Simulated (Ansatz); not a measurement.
# Lattice dynamics of HfC (model cell, started as CsCl type)

Aim: the vibrations of HfC (model cell, started as CsCl type), their spectra, and whether the structure is stable.

Program: Ansatz 0.2.0. Level of theory: DFT PBEsol, scalar-relativistic, plane waves, PAW. Results are calculated unless marked as measured.

The structure was built from a prototype and need not be the compound's stable phase.

## (1) Starting point

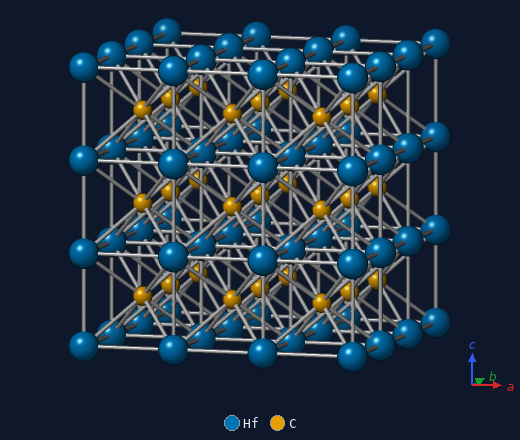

The starting structure, seen slightly off an axis (hafnium blue, carbon orange). 3×3×3 cells are drawn. Some periodic images of atoms are drawn too.

## (2) Coarse relaxation

The start is far from rest, so a relaxation with loose tolerances brings it close first.

Contents of input.yaml:

```yaml
crystal:
  lattice:
    - [2.65396, 0.0, 0.0]
    - [0.0, 2.65396, 0.0]
    - [0.0, 0.0, 2.65396]
  atoms:
    - { symbol: Hf, position: [0.0, 0.0, 0.0] }
    - { symbol: C, position: [0.5, 0.5, 0.5] }
kpoints:
  mp_grid: { grid: [8, 8, 8] }
hamiltonian:
  xc: pbesol
scf:
  occupations: { method: gaussian, width: 0.1 }
output:
  forces: true
  stress: true
  eigenvalues: true
relax:
  adjacent_minimum: "off"
  f_tol: 0.05
  max_steps: 80
  cell: { stress_tol: 0.5 }
```

On the command line:

```sh
ansatz run input.yaml --threads 4 --pin off --max-ram 7168MiB --backend cpu --events-out ev --progress --plain --runs-dir out
```

Numbers of over 12 decimals in the logs are rounded to 6 here.

What it wrote:

```text
The last accepted step is kept in <dir> (removed where the run ends without a failure and the disk answers)
Engine: ansatz 0.2.0, aarch64-unknown-linux-gnu
Pseudopotentials: kind: paw
Pseudopotential: Hf, paw, valence charge 26, recommended cutoff 420 eV (normal), Hf.paw.azcp
Pseudopotential: C, paw, valence charge 4, recommended cutoff 420 eV (normal), C.paw.azcp
Functional definition: PBEsol
  exchange = pbesol_x
[...]
--- Relaxed structure (6 steps of the walk, 6 accepted, 2 SCFs on fresh bases) ---
  F+E_penalty+E_count = -15844.02682474 eV   max|allowed force component| = 7.067e-31 eV/Å   (the final SCF, on the basis selected at the relaxed cell)
  cell:  # Å, volume = 23.5513 Å³
    - [2.866409, 0, 0]
    - [0, 2.866409, 0]
    - [0, 0, 2.866409]
  atoms:
    - { symbol: Hf, position: [0, 0, 0] }
    - { symbol: C, position: [0.5, 0.5, 0.5] }
[key lines of the parts left out:]
SCF converged after 6 iterations
Free energy (F): -15844.026825 eV
Fermi energy:    21.822066 eV
P = ⅓ Tr σ = 0.0424 GPa (0.424 kbar)
```

The job ended after 2.8 s (4 threads of Arm Neoverse V2, shared host; peak memory 0.3 GiB).

Step by step:

```
step  energy less that of the first step (eV)  largest force component (eV/Å)  pressure (GPa)  volume (Å³)
   1                                   0.0000                          0.0000           80.48        18.69
   2                                  -0.8666                          0.0000           23.01        21.56
   3                                  -0.9836                          0.0000            5.11        22.97
   4                                  -0.9904                          0.0000            0.52        23.41
   5                                  -0.9903                          0.0000            0.00        23.46
  6*                                  -1.0114                          0.0000            0.90        23.46
   7                                  -1.0115                          0.0000            0.04        23.55
  8*                                  -1.0117                          0.0000            0.04        23.55
```

Relaxation steps marked * repeat the geometry before them on a plane-wave basis chosen anew for their cell, so energy and pressure can jump there.

Forces are held to the 48 operations that the run works with; a distortion that breaks them can't arise in this run.

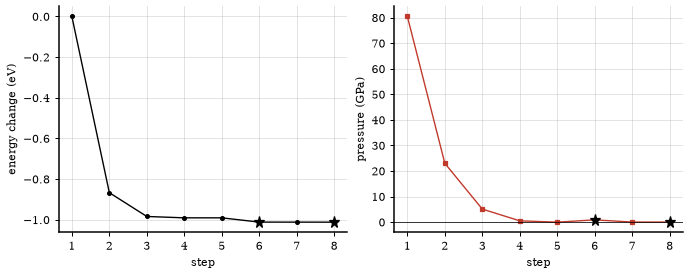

Energy and pressure along the relaxation. Stars mark steps on a basis chosen anew.

```
conventional cell, symmetrised  before  after   change
                         a (Å)   2.654  2.866   +8.0 %
                         b (Å)   2.654  2.866   +8.0 %
                         c (Å)   2.654  2.866   +8.0 %
              volume (Å³/atom)    9.35  11.78  +26.0 %
```

Final coordinates:

```cif
data_structure
_symmetry_space_group_name_H-M 'P 1'
_symmetry_Int_Tables_number 1
_cell_length_a 2.8664
_cell_length_b 2.8664
_cell_length_c 2.8664
_cell_angle_alpha 90.000
_cell_angle_beta 90.000
_cell_angle_gamma 90.000
_cell_volume 23.55
loop_
_atom_site_label
_atom_site_type_symbol
_atom_site_fract_x
_atom_site_fract_y
_atom_site_fract_z
_atom_site_occupancy
Hf1 Hf 0.00000 0.00000 0.00000 1
C2 C 0.50000 0.50000 0.50000 1
```

Numbers from this step:

```
pressure          : 0.04237 GPa
volume per atom   : 11.78 Å³
gap on the k-mesh : 0 eV
```

In this step the volume went from 9.35 to 11.78 Å³/atom.

## (3) Relaxation

Harmonic phonons are second derivatives at a point where the forces vanish, and they are wanted at zero stress, so atoms and cell are relaxed first.

input.yaml, the sections that differ from step 2:

```yaml
crystal:
  lattice:
    - [2.8664089284, 0.0, 0.0]
    - [0.0, 2.8664089284, 0.0]
    - [0.0, 0.0, 2.8664089284]
  atoms:
    - { symbol: Hf, position: [0.0, 0.0, 0.0] }
    - { symbol: C, position: [0.5, 0.5, 0.5] }
kpoints:
  mp_grid: { grid: [14, 14, 14] }
relax:
  adjacent_minimum: "off"
  f_tol: 0.005
  max_steps: 80
  cell: { stress_tol: 0.05 }
# hamiltonian, scf, output: as in step 2
```

What it wrote:

```text
[...]
Crystal: 2 atoms, lattice volume = 23.551 Å³
Basis set: ecut = 420 eV, 461 PW (Γ), exchange–correlation on 40×40×40 points (8 copies of the dense FFT grid, shifted against one another)
Bands: 19, of which v1, the nominal top of the filled ones, is band 15 counted from 1 (14 counted from 0)
Symmetry: 48 space group operations
[...]
k-points: 120 of 2744
[...]
k-point 119: bands = [... 11 lower, 14.7767, 16.0612, 16.0612, 16.0612, 30.8434, 30.8434, 30.8434, 31.2253]
--- Relaxed structure (3 steps of the walk, 3 accepted, 1 SCFs on fresh bases) ---
[...]
cell:  # Å, volume = 23.6047 Å³
    - [2.868575, 0, 0]
    - [0, 2.868575, 0]
    - [0, 0, 2.868575]
  atoms:
    - { symbol: Hf, position: [0, 0, 0] }
    - { symbol: C, position: [0.5, 0.5, 0.5] }
[key lines of the parts left out:]
SCF converged after 8 iterations
Free energy (F): -15844.028304 eV
Fermi energy:    21.781241 eV
P = ⅓ Tr σ = 0.0025 GPa (0.025 kbar)
```

It took 3.4 s on 4 threads; peak memory 0.36 GiB; 12 s of CPU time.

Little changed from the start: no atom moved by 0.005 Å and no cell edge by 0.1 %.

Numbers from this step:

```
pressure        : 0.002477 GPa
volume per atom : 11.80 Å³
```

In this step the volume went from 11.78 to 11.80 Å³/atom.

## (4) Relaxing to small forces for the phonons

Phonons need a cell at rest on their own settings, so the relaxation is repeated with tight tolerances on forces and stress, using the mesh and the filling of the phonon run that follows.

Contents of input.yaml:

```yaml
crystal:
  lattice:
    - [2.868574782, 0.0, 0.0]
    - [0.0, 2.868574782, 0.0]
    - [0.0, 0.0, 2.868574782]
  atoms:
    - { symbol: Hf, position: [0.0, 0.0, 0.0] }
    - { symbol: C, position: [0.5, 0.5, 0.5] }
kpoints:
  mp_grid: { grid: [16, 16, 16] }
hamiltonian:
  xc: pbesol
scf:
  occupations: { method: methfessel_paxton, width: 0.2 }
output:
  forces: true
  stress: true
  eigenvalues: true
relax:
  adjacent_minimum: "off"
  f_tol: 0.001
  max_steps: 60
  cell: { stress_tol: 0.01 }
```

What it wrote:

```text
[...]
Crystal: 2 atoms, lattice volume = 23.605 Å³
Basis set: ecut = 420 eV, 461 PW (Γ), exchange–correlation on 40×40×40 points (8 copies of the dense FFT grid, shifted against one another)
Bands: 19, of which v1, the nominal top of the filled ones, is band 15 counted from 1 (14 counted from 0)
Symmetry: 48 space group operations
[...]
k-points: 165 of 4096
[...]
k-point 164: bands = [... 11 lower, 14.7778, 16.0596, 16.0596, 16.0596, 30.8349, 30.8349, 30.8349, 31.2129]
--- Relaxed structure (3 steps of the walk, 3 accepted, 1 SCFs on fresh bases) ---
[...]
cell:  # Å, volume = 23.6095 Å³
    - [2.868771, 0, 0]
    - [0, 2.868771, 0.0]
    - [0, 0.0, 2.868771]
  atoms:
    - { symbol: Hf, position: [0, 0, 0] }
    - { symbol: C, position: [0.5, 0.5, 0.5] }
[key lines of the parts left out:]
SCF converged after 5 iterations
Free energy (F): -15844.025634 eV
Fermi energy:    21.763722 eV
P = ⅓ Tr σ = 0.0003 GPa (0.003 kbar)
```

Wall time 4 s (4 threads); peak memory 0.38 GiB.

Little changed from the start: no atom moved by 0.005 Å and no cell edge by 0.1 %.

This step gave:

| Item | Value |
| --- | --- |
| pressure | 3.37e-4 GPa |

The forces vanish by symmetry and the pressure is 0.000 GPa, within the tolerances set. The cell now holds 11.80 Å³/atom.

## (5) Linear response at the zone centre

The zone centre comes first: it holds the modes that light can see, as far as symmetry allows. No field response is asked, since the mesh shows no gap.

input.yaml, the sections that differ from step 4:

```yaml
crystal:
  lattice:
    - [2.8687710495, 0.0, 0.0]
    - [0.0, 2.8687710495, 0.0]
    - [0.0, 0.0, 2.8687710495]
  atoms:
    - { symbol: Hf, position: [0.0, 0.0, 0.0] }
    - { symbol: C, position: [0.5, 0.5, 0.5] }
output:
  eigenvalues: true
phonons:
  method: dfpt
# kpoints, hamiltonian, scf: as in step 4
# relax: removed
```

What it wrote:

```text
[...]
Crystal: 2 atoms, lattice volume = 23.610 Å³
Basis set: ecut = 420 eV, 461 PW (Γ), exchange–correlation on 40×40×40 points (8 copies of the dense FFT grid, shifted against one another)
Bands: 19, of which v1, the nominal top of the filled ones, is band 15 counted from 1 (14 counted from 0)
Symmetry: 48 space group operations
k-points: 405 of 4096 (irreducible under 8 space group operations, time reversal used)
[...]
SCF iter   1: F=—  HF=-15844.043880 eV  |F-HF|=—  |Δ(HF+E_count)|=         —  Δρ=1.77e-2  dr2=1.08e-1  ethr=1.77e-3  ⟨swp⟩=4.7  Hψ=30714  notcnv=0
[...]
SCF iter   9: F=-15844.025634 eV  HF=-15844.025634 eV  |F-HF|=1.82e-12  |Δ(HF+E_count)|=  1.82e-12  S|Δr|=    0.00e0  Δρ=1.13e-8  dr2=2.38e-14  ethr=1.00e-12  ⟨swp⟩=5.5  Hψ=35180  notcnv=0
[...]
SCF 1 converged in 9 iterations: F = -15844.025634 eV  dr2 = 2.38e-14
[...]
DFPT response loops at Γ: preconditioner auto → Kerker (q_TF=auto, 2.839 Å⁻¹) (partly filled bands, converged f_vac=0.000); β = 1.00, the filter's whole step (`scf.mixing.beta` (0.50) is not read by the response loops under this deck's `scf.mixing.preconditioner`; to damp them name `kerker` or `kerker_dos`, under which they read `scf.mixing.beta`, and type it under 1.00, their step now; both keys bind the ground state too); Broyden in place of MSR1
SCF converged after 9 iterations
[...]
Free energy (F): -15844.025634 eV
[...]
Internal energy: -15844.022055 eV  (E = F + TS)
E sigma→0 (E₀):  -15844.024739 eV
Entropy (-TS):   -0.003579 eV (-1.789 meV/atom)
Fermi energy:    21.763722 eV
[...]
--- Band table (eV; the first three rows and the last of 405) ---
  k-point 0: bands = [... 11 lower, 10.4329, 19.7383, 19.7383, 22.9484, 22.9484, 22.9484, 28.1156, 28.1156]
  k-point 1: bands = [... 11 lower, 10.4322, 19.6976, 19.7774, 22.8358, 22.8358, 22.8953, 28.1368, 28.2047]
  k-point 2: bands = [... 11 lower, 10.4303, 19.4535, 19.8913, 22.5330, 22.5330, 22.9583, 28.1979, 28.4493]
  k-point 404: bands = [... 11 lower, 14.7778, 16.0596, 16.0596, 16.0596, 30.8349, 30.8349, 30.8349, 31.2129]
--- Phonons (Γ-DFPT): 2 representative perturbations + reference, on 405 of 4096 k-points (Σ response iterations 6) ---
  k mesh reduced under 8 symmetry operations, with k and −k counted as one. Each operation leaves every solved perturbation unchanged. A smaller set is not used because it would not reduce the number of displacements times k-points to solve
  ASR residual: 7.038e-6 → 0.000e0 eV/Å²; symmetrization residual: 3.077e-7 eV/Å²
  ASR residual per site (eV/Å²): 7.04e-6 6.17e-7
  Γ frequencies (cm⁻¹): 0.00 0.00 0.00 147.40 147.40 147.40
  non-analytic LO–TO correction: not included (Born effective charges unavailable; polar crystals: no LO–TO splitting at Γ)
```

Elapsed: 13 s, on 4 threads; peak memory 0.84 GiB.

Numbers from this step:

```yaml
sum_rule_residual_before_enforcement: 7.04e-6 eV/Å²
point_group: m-3m
highest_optical_mode_at_the_zone_centre_no_lo_to_term: 147.4 cm⁻¹
lowest_optical_zone_centre_mode: 147.4 cm⁻¹
```

Patterns of degenerate modes are one choice out of their space. The modes at Γ (shares of kinetic energy by element, %):

```csv
mode,frequency (cm⁻¹),symmetry,Hf %,C %
1,0.0,acoustic,94,6
2,0.0,acoustic,94,6
3,0.0,acoustic,94,6
4,147.4,T1u,6,94
5,147.4,T1u,6,94
6,147.4,T1u,6,94
```

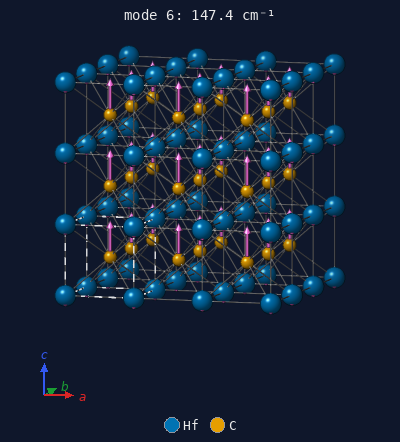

Displacement patterns of mode 6 at Γ; arrows are exaggerated. 3×3×3 cells are drawn. Some periodic images of atoms are drawn too.

Before it was imposed, the acoustic sum rule was missed by 7.0e-6 eV/Å². Small misses are needed for a sound result but don't prove that mesh and cutoff are converged. The lowest optical mode is real, 147 cm⁻¹.

(Part 1 of 2 ends here.)

[Logs are printed without paths, hosts, clocks, repeated set-up lines and the standing remarks that a program may print on its own settings, such as how far it seeks lower states.]

[Hosts, paths, dates, database ids (printed as entryN), source tags and the programs' standing remarks are cut or masked in the printed files.]
